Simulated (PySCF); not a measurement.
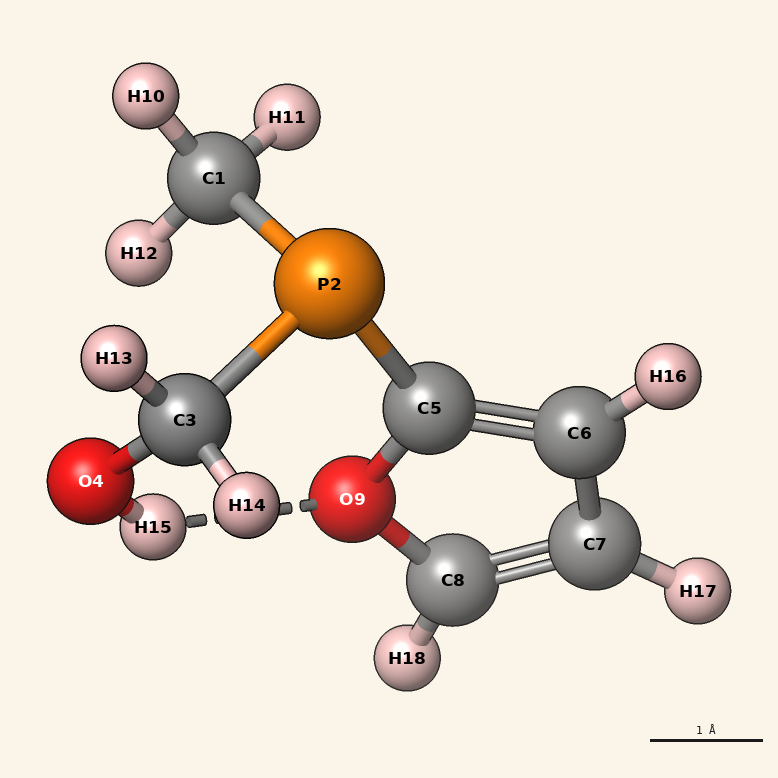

Broken lines mark hydrogen bonds. The computed structure is the end point of a PBE0-D3(BJ)/def2-SVP optimisation. No frequency run is at hand to confirm it as a minimum.

Tabulate the hydrogen bonds (donors O, N, F, S, Cl) with their geometry.

| D–H···A | D–H (Å) | H···A (Å) | angle (°) | kind |
| --- | --- | --- | --- | --- |
| O4–H15···O9 | 0.97 | 2.04 | 142 | intramolecular |
